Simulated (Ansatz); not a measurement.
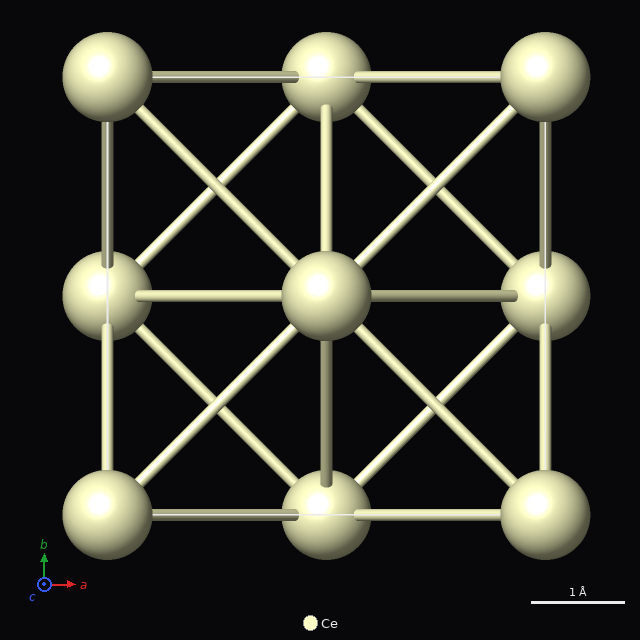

Crystal structure, ball-and-stick style, seen along the c axis. The parallelepiped is the conventional unit cell.

Lattice: a = 4.726 Å, b = 4.726 Å, c = 4.726 Å, α = 90.00°, β = 90.00°, γ = 90.00°.

Sticks join Ce–Ce up to 3.74 Å (cut-off distances).

The composition is Ce.

Q: What are the crystal system and the lattice centring?

A: Face-centred cubic.

Q: What do the bonds build: molecules, chains, layers or a framework?

A: The bonds build a three-dimensional framework.

Its origin is the standard structure of this element. Earlier steps of the study may have refined or changed the cell and positions. A calculation with Ansatz used it as input.
